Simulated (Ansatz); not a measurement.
Starting cell, AlN (wurtzite):

```xyz
4
Lattice="3.1303 0.0000 0.0000 -1.5651 2.7109 0.0000 0.0000 0.0000 5.0180" Properties=species:S:1:pos:R:3 pbc="T T T"
Al     1.5651     0.9036     0.0169
Al     0.0000     1.8073     2.5259
N      1.5651     0.9036     3.1203
N      0.0000     1.8073     0.6113
```

In each cell atom 1 (Al, nearest neighbour N at 1.903 Å; its periodic images, 3.1 Å or more away, move with it) moves by s·(0.000, 0.000, 1.000) (along Cartesian z), the rest being held.

The numbers are results of PBE (plane waves to 420 eV, PAW, scalar-relativistic; Ansatz, a first-principles code), not measurements. k mesh 10×10×6 (Γ-centred), Fermi-Dirac smearing 0.05 eV. E stands for the smeared free energy. AlN was relaxed with its symmetry unable to fall. The zero of ΔE is the undisplaced structure.

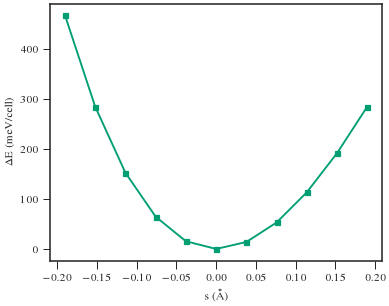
Figure. ΔE (meV/cell) against s (Å); computed points joined by lines.

Task: Is the energy the same for displacements of ±0.190 Å, and if not, which side lies higher?

Result: Not even: the negative side lies higher at ±0.190 Å.

Task: What is the energy change at s = 0.190 Å?

Result: About 280 meV/cell.

(For displaced atoms, the force is minus the slope of the energy, and its curvature is a force constant, which sets phonon frequencies.)
